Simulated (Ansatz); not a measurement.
## Electronic structure of C₂H₄FO (SMILES [O]CCF) (doublet) in real space

```xyz
8

O    -1.1127    1.3819   -0.1007
C     0.0228    0.7039    0.2011
C     0.0211   -0.7646   -0.1509
F     0.1080   -0.9172   -1.5192
H     0.1962    0.8301    1.2882
H     0.8848    1.2157   -0.2645
H    -0.9069   -1.2348    0.1870
H     0.8790   -1.2721    0.3033
```

Geometry: PBE0-D4/def2-TZVP.

These are results of UKS PBE0-D4/def2-TZVPP in Ansatz, not measurements.

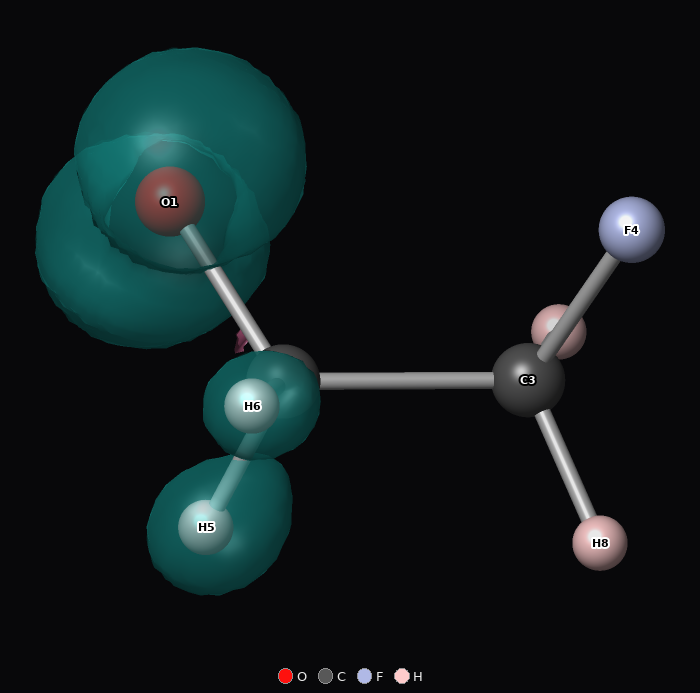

Figure 1. Isosurfaces of the spin density (α minus β) at +0.06 (teal) and −0.06 e/Å³ (pink), seen across its widest extent.

> Where is the unpaired spin?

The unpaired spin (1 electron) lies mostly on O1 (about 0.8), in electrons by Hirshfeld's partition.

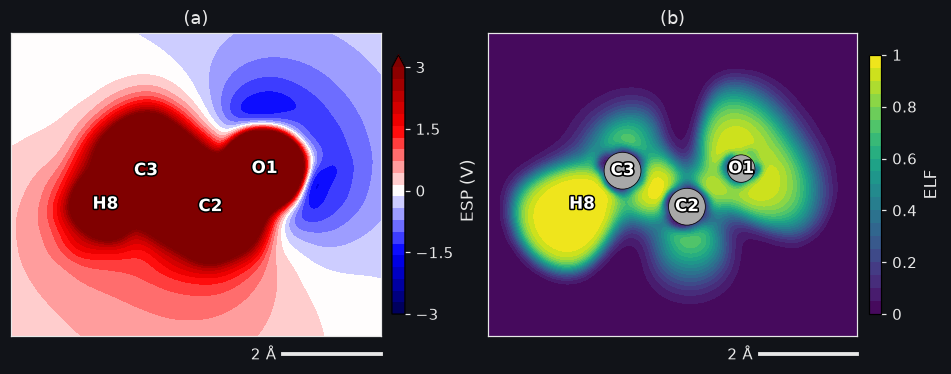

Figure 2. (a) electrostatic potential; (b) ELF on the plane of atoms O1, C2 and C3. Grey discs cover the atomic cores in the ELF map.

> What do the fields say about this system?

- Atoms in the plane: O, C and H.
- C–O (1.36 Å): the ELF peaks at about 0.85 between the atoms: a polar covalent bond.
- C–C (1.51 Å): the ELF peaks at about 1 between the atoms (a shared electron pair).
- C–H (1.10 Å): the ELF climbs to about 1 towards the hydrogen, as it does in any bond to H; a covalent bond by its length.
- The ELF also peaks beside O1, away from the bonds: non-bonding electrons, paired or unpaired.
- Outside the dense part of the molecule the potential is most negative (−1.6 V) near O1.

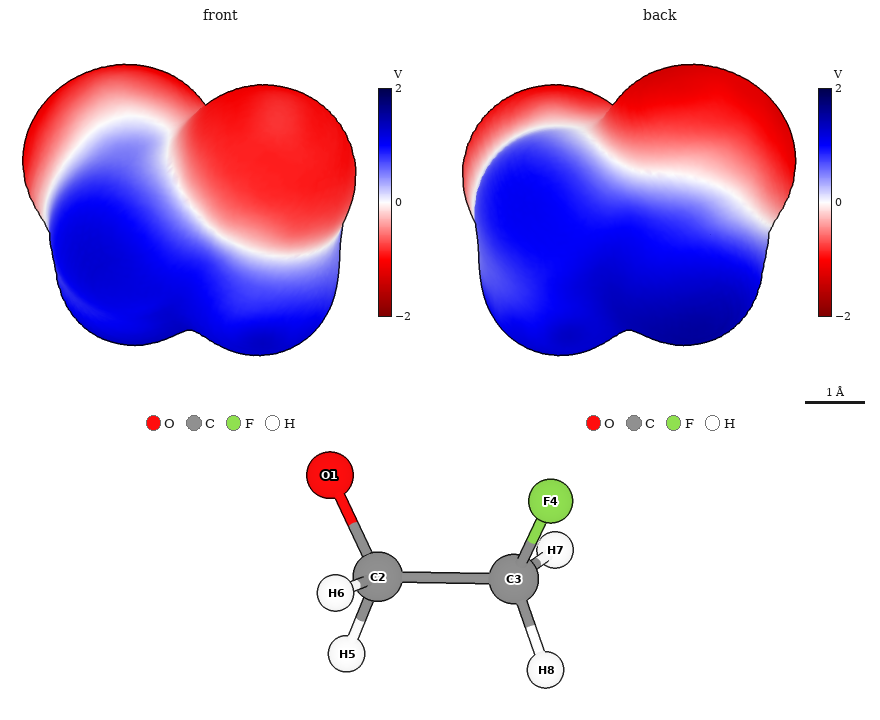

Figure 3. The molecular electrostatic potential painted on the density surface at 0.002 e/bohr³, seen from the front and from behind; the colour scale runs from red (negative) to blue (positive). The bare structure is drawn below in the same view.

> Where is the surface potential most negative and most positive?

The most negative region (about −1.2 V) lies over O1, the most positive (about +1.5 V) over H5. O1 is the likeliest acceptor of a hydrogen bond.
